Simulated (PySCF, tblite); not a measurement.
# B15N15H14: electronic excitations, NMR shifts, part 2 of 2

tblite 0.8.0 and PySCF 2.14.0. Atoms count from 0.

### 5 NMR shifts: GIAO KT3/pcSseg-1

The job: settings as JSON, then the geometry in Å.

```
{"job": {"kind": "nmr", "xc": "KT3", "basis": "pcSseg-1", "pop": false}, "charge": 0, "multiplicity": 1}
N     -1.247172     0.714117    -0.000555
B     -2.492370     1.425100    -0.000663
N     -3.714823     0.697341    -0.000776
B     -3.741431    -0.728377    -0.000088
N     -2.495327    -1.440242     0.000125
B     -1.250909    -0.721782    -0.000237
N      2.480017     2.880685     0.000684
B      1.233545     3.584146     0.000101
N     -0.007059     2.880994    -0.000549
B     -0.005754     1.434411    -0.000539
N      1.240829     0.716879     0.000032
B      2.483487     1.434203     0.000294
N      3.734334     0.707719    -0.000096
B      1.238877    -0.721484     0.000189
N      2.490865    -1.446179     0.000211
B      3.720116    -0.723464     0.000194
N     -4.963239    -1.471356     0.000308
B     -4.997627    -2.885190    -0.000620
N     -3.755899    -3.562140    -0.000397
B     -2.501698    -2.875318     0.000014
N     -0.005541    -1.436500     0.000343
B     -0.012350    -2.870361     0.000417
N      1.243298    -3.556734    -0.000041
B      2.478419    -2.881951    -0.000441
B     -1.256847     3.587892    -0.000084
N     -2.458877     2.855757    -0.000323
N      4.927530     2.844771     0.001015
B      3.723292     3.588260     0.001661
B      4.968983     1.430156    -0.000348
N     -1.253753    -3.565240     0.000572
H     -4.586477     1.205308    -0.001276
H      1.236513     4.757644     0.000276
H      4.737759    -1.307822     0.000858
H     -5.833093    -0.961328     0.000877
H     -6.015263    -3.472856    -0.001639
H     -3.748955    -4.570442    -0.000898
H      1.237590    -4.565165    -0.000503
H      3.482442    -3.489227    -0.001588
H     -1.280973     4.761054     0.000886
H     -3.335061     3.355179     0.000548
H      5.801294     3.348962     0.001418
H      3.753882     4.761715     0.002762
H      6.000155     0.869344    -0.001787
H     -1.249627    -4.574091     0.000878
```

Level: GIAO KT3/pcSseg-1 NMR shielding, non-relativistic, gas phase.

The program printed:

```text
start: PBE on a coarse grid of 38369 points
cycle   1  E = -1201.7614995926  dE =  5.128e+00  |g| = 1.408e+00  |ddm| = 6.896e+00
cycle   2  E = -1201.0063547029  dE =  7.551e-01  |g| = 2.318e+00  |ddm| = 2.992e+00
cycle   3  E = -1202.1948473734  dE = -1.188e+00  |g| = 2.110e-01  |ddm| = 1.997e+00
cycle   4  E = -1202.2057352032  dE = -1.089e-02  |g| = 7.890e-02  |ddm| = 2.616e-01
cycle   5  E = -1202.2070909313  dE = -1.356e-03  |g| = 2.871e-02  |ddm| = 7.704e-02
cycle   6  E = -1202.2072540506  dE = -1.631e-04  |g| = 1.103e-02  |ddm| = 2.898e-02
cycle   7  E = -1202.2072789915  dE = -2.494e-05  |g| = 2.484e-03  |ddm| = 9.207e-03
final grid: 359967 points
cycle   8  E = -1223.1404966934  dE = -6.021e-02  |g| = 1.616e-01  |ddm| = 6.235e-01
cycle   9  E = -1223.1313242011  dE =  9.172e-03  |g| = 2.622e-01  |ddm| = 2.846e-01
cycle  10  E = -1223.1460949581  dE = -1.477e-02  |g| = 1.439e-02  |ddm| = 1.754e-01
cycle  11  E = -1223.1461436272  dE = -4.867e-05  |g| = 5.648e-03  |ddm| = 1.879e-02
cycle  12  E = -1223.1461498124  dE = -6.185e-06  |g| = 1.992e-03  |ddm| = 5.233e-03
cycle  13  E = -1223.1461505644  dE = -7.519e-07  |g| = 5.006e-04  |ddm| = 2.250e-03
cycle  14  E = -1223.1461511688  dE = -6.044e-07  |g| = 1.530e-04  |ddm| = 4.802e-04
cycle  15  E = -1223.1461521710  dE = -1.002e-06  |g| = 4.762e-05  |ddm| = 1.576e-04
converged SCF energy = -1223.1461521710

GIAO shielding tensors (ppm)
atom      isotropic    diamagn.    paramagn.     s11        s22        s33       span
  0 N      138.962     351.852    -212.890     74.733     80.766    261.386    186.653
  1 B       80.198     203.490    -123.292     65.191     73.727    101.676     36.485
  2 N      164.917     327.195    -162.278    106.995    188.716    199.040     92.044
  3 B       80.489     200.194    -119.705     65.930     73.033    102.504     36.574
  4 N      141.692     341.651    -199.959     80.238     84.228    260.610    180.372
  5 B       78.169     202.449    -124.280     68.260     69.484     96.763     28.503
  6 N      104.724     339.543    -234.819     13.635     34.734    265.803    252.168
  7 B       66.299     196.302    -130.003     50.160     53.992     94.743     44.583
  8 N      106.821     342.854    -236.032     15.680     40.385    264.399    248.719
  9 B       78.440     202.395    -123.955     65.866     71.264     98.191     32.325
 10 N      135.018     358.358    -223.340     68.963     74.305    261.786    192.824
 11 B       78.990     201.582    -122.592     64.986     71.401    100.582     35.596
 12 N      104.720     339.539    -234.820     13.638     34.726    265.795    252.157
 13 B       78.439     202.447    -124.007     65.860     71.271     98.187     32.327
 14 N      106.811     342.865    -236.054     15.654     40.373    264.406    248.752
 15 B       66.295     196.334    -130.040     50.150     53.998     94.736     44.586
 16 N      147.671     323.284    -175.614     54.710    178.609    209.692    154.982
 17 B       76.760     194.374    -117.614     53.092     66.779    110.408     57.316
 18 N      147.664     323.292    -175.628     54.680    178.623    209.689    155.009
 19 B       80.491     200.182    -119.691     65.932     73.030    102.511     36.578
 20 N      138.959     351.877    -212.918     74.701     80.779    261.396    186.695
 21 B       80.203     203.512    -123.310     65.189     73.733    101.686     36.497
 22 N      139.387     327.228    -187.841     38.675    171.772    207.714    169.038
 23 B       71.459     198.085    -126.626     48.260     63.652    102.464     54.204
 24 B       71.458     198.048    -126.590     48.260     63.642    102.472     54.211
 25 N      139.379     327.223    -187.844     38.678    171.770    207.688    169.011
 26 N      118.540     318.817    -200.277    -20.030    154.749    220.902    240.931
 27 B       71.618     195.767    -124.148     50.932     59.786    104.137     53.205
 28 B       71.618     195.784    -124.166     50.928     59.793    104.134     53.207
 29 N      164.912     327.201    -162.288    106.969    188.733    199.034     92.065
 30 H       28.182      31.643      -3.461     21.394     29.341     33.811     12.417
 31 H       26.484      30.419      -3.935     22.461     28.121     28.872      6.411
 32 H       26.485      30.438      -3.953     22.461     28.120     28.874      6.413
 33 H       27.307      26.545       0.762     21.652     27.898     32.370     10.719
 34 H       27.262      22.865       4.397     23.910     27.527     30.348      6.439
 35 H       27.307      26.551       0.756     21.652     27.899     32.369     10.717
 36 H       26.858      29.315      -2.457     21.183     27.804     31.587     10.404
 37 H       26.820      29.345      -2.525     23.006     28.067     29.387      6.381
 38 H       26.820      29.333      -2.513     23.005     28.065     29.390      6.385
 39 H       26.855      29.302      -2.447     21.179     27.800     31.586     10.407
 40 H       25.567      19.876       5.691     21.383     25.408     29.911      8.528
 41 H       26.768      26.896      -0.128     23.217     28.204     28.884      5.668
 42 H       26.769      26.894      -0.125     23.218     28.203     28.886      5.668
 43 H       28.182      31.654      -3.472     21.394     29.342     33.809     12.414
```

Run time: 81 s. Hardware: 2 threads of Arm Neoverse N1, shared host; peak memory 1.3 GiB.

Shifts follow as δ = σ(reference) − σ, with reference shieldings (ppm) from runs at the same level and on the same kind of geometry: $^{1}$H TMS 31.76, $^{15}$N NH3 264.4, $^{11}$B BF3·OEt2 100.0. The references are single molecules in the gas phase, so shifts against H2O, NH3, PH3, H3PO4 or CFCl3 are not on the usual liquid scales and can be off by tens of ppm. Atoms listed in one row are averaged.

| atoms | environment | σ (ppm) | δ (ppm) |
| --- | --- | --- | --- |
| H40 | hydrogen on a nitrogen bonded to 2 B | 25.57 | 6.19 |
| H31, H32 | hydrogen on a boron bonded to 2 N | 26.48 | 5.28 |
| H41, H42 | hydrogen on a boron bonded to 2 N | 26.77 | 4.99 |
| H37, H38 | hydrogen on a boron bonded to 2 N | 26.82 | 4.94 |
| H36, H39 | hydrogen on a nitrogen bonded to 2 B | 26.86 | 4.90 |
| H34 | hydrogen on a boron bonded to 2 N | 27.26 | 4.50 |
| H33, H35 | hydrogen on a nitrogen bonded to 2 B | 27.31 | 4.45 |
| H30, H43 | hydrogen on a nitrogen bonded to 2 B | 28.18 | 3.58 |
| N6, N12 | nitrogen bonded to 3 B | 104.7 | 159.7 |
| N8, N14 | nitrogen bonded to 3 B | 106.8 | 157.6 |
| N26 | nitrogen bonded to 2 B, H | 118.5 | 145.9 |
| N10 | nitrogen bonded to 3 B | 135.0 | 129.4 |
| N0, N20 | nitrogen bonded to 3 B | 139.0 | 125.4 |
| N22, N25 | nitrogen bonded to 2 B, H | 139.4 | 125.0 |
| N4 | nitrogen bonded to 3 B | 141.7 | 122.7 |
| N16, N18 | nitrogen bonded to 2 B, H | 147.7 | 116.7 |
| N2, N29 | nitrogen bonded to 2 B, H | 164.9 | 99.5 |
| B7, B15 | boron bonded to 2 N, H | 66.3 | 33.7 |
| B23, B24 | boron bonded to 2 N, H | 71.5 | 28.5 |
| B27, B28 | boron bonded to 2 N, H | 71.6 | 28.4 |
| B17 | boron bonded to 2 N, H | 76.8 | 23.2 |
| B5 | boron bonded to 3 N | 78.2 | 21.8 |
| B9, B13 | boron bonded to 3 N | 78.4 | 21.5 |
| B11 | boron bonded to 3 N | 79.0 | 21.0 |
| B1, B21 | boron bonded to 3 N | 80.2 | 19.8 |
| B3, B19 | boron bonded to 3 N | 80.5 | 19.5 |

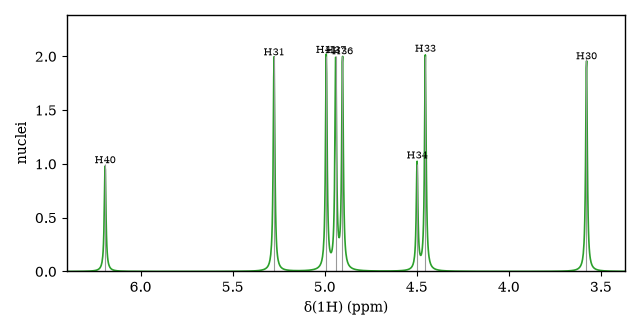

$^{1}$H lines at the computed shifts, without couplings. Lines are broadened to a width of 0.01 ppm (Lorentzian).

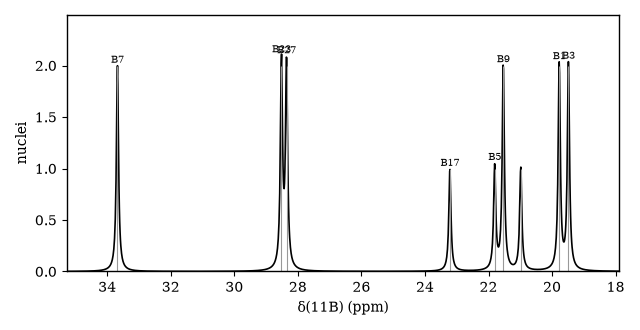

$^{11}$B lines at the computed shifts, without couplings. Lines are broadened to a width of 0.08 ppm (Lorentzian).

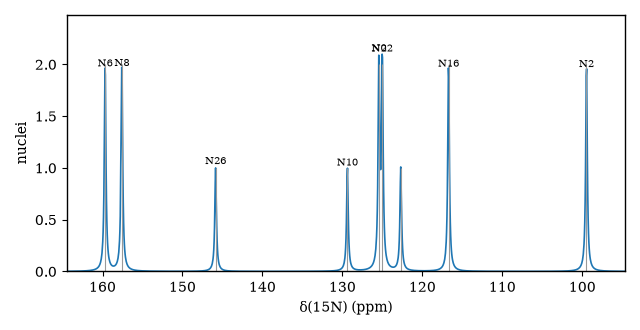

$^{15}$N lines at the computed shifts, without couplings. Lines are broadened to a width of 0.24 ppm (Lorentzian).

Ring of atoms N0, B1, N2, B3, N4, B5: NICS(0) -1.7, NICS(1) -1.5, NICS(1)zz 2.6 ppm (means of both faces).

Ring of atoms N0, B1, N8, B9, B24, N25: NICS(0) -1.1, NICS(1) -1.6, NICS(1)zz 1.8 ppm (means of both faces).

Ring of atoms N0, B5, B9, N10, B13, N20: NICS(0) -0.8, NICS(1) -1.4, NICS(1)zz 3.5 ppm (means of both faces).

### 6 Results

What follows sums up all 2 parts.

| quantity | value |
| --- | --- |
| strongest single infrared mode (GFN2-xTB) | 1397 cm⁻¹, 3157 km/mol |
| zero-point energy (GFN2-xTB) | 186.6 kcal/mol |
| lowest singlet (wB97X-D/6-31G*) | 6.71 eV (185 nm), f = 0.007 |
| brightest single state of those computed | state 3, 7.05 eV, f = 0.441 |
| lowest triplet | 6.43 eV |
| $^{1}$H shifts against TMS (KT3/pcSseg-1, means over atoms taken as alike) | 6.19, 5.28, 4.99, 4.94, 4.90, 4.50, 4.45, 3.58 ppm |
| $^{15}$N shifts against NH3 (KT3/pcSseg-1, means over atoms taken as alike) | 159.7, 157.6, 145.9, 129.4, 125.4, 125.0, 122.7, 116.7, 99.5 ppm |
| $^{11}$B shifts against BF3·OEt2 (KT3/pcSseg-1, means over atoms taken as alike) | 33.7, 28.5, 28.4, 23.2, 21.8, 21.5, 21.0, 19.8, 19.5 ppm |

**Reading.** All 126 modes are real, so the xTB geometry is a minimum. GFN2-xTB is a fitted tight-binding method: band positions and strengths are rough. Its intensities can rank the bands wrongly. The lowest singlet, at 6.71 eV, is HOMO−2→LUMO 0.30, HOMO→LUMO+2 0.19 and is weak; of the 6 states computed, the strongest absorption comes from state 3 at 7.05 eV. The lowest triplet lies 0.28 eV below the lowest singlet. The basis of wB97X-D/6-31G* has no diffuse functions, so Rydberg states are missing and the high states are unreliable.
